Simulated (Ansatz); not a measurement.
# Direct or indirect: NaF (Fm-3m)

```yaml
crystal:
  lattice:
    - [0.00000, 2.32000, 2.32000]
    - [2.32000, 0.00000, 2.32000]
    - [2.32000, 2.32000, 0.00000]
  atoms:
    - { symbol: Na, position: [0.00000, 0.00000, 0.00000] }
    - { symbol: F, position: [0.50000, 0.50000, 0.50000] }
```

Method: Ansatz, PBE, independent particles, without spin-orbit coupling, line width 0.15 eV (Gaussian). The band structure gives a fundamental gap of 6.29 eV. The spectrum of vertical transitions near the edge:

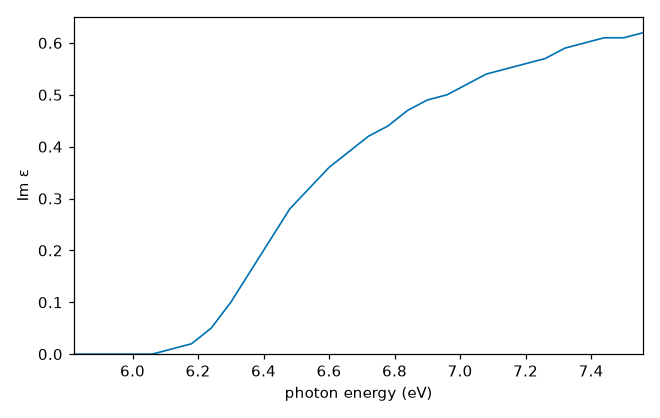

Q: Is the gap direct or indirect, and about where do vertical transitions set in?

A: Direct: the band path has its least direct gap at the fundamental one, 6.29 eV, and the curves rise from there. Lines are broadened by 0.15 eV, which spreads the edge.

[Logs are printed without paths, hosts, clocks, repeated set-up lines and the standing remarks that a program may print on its own settings, such as how far it seeks lower states.]
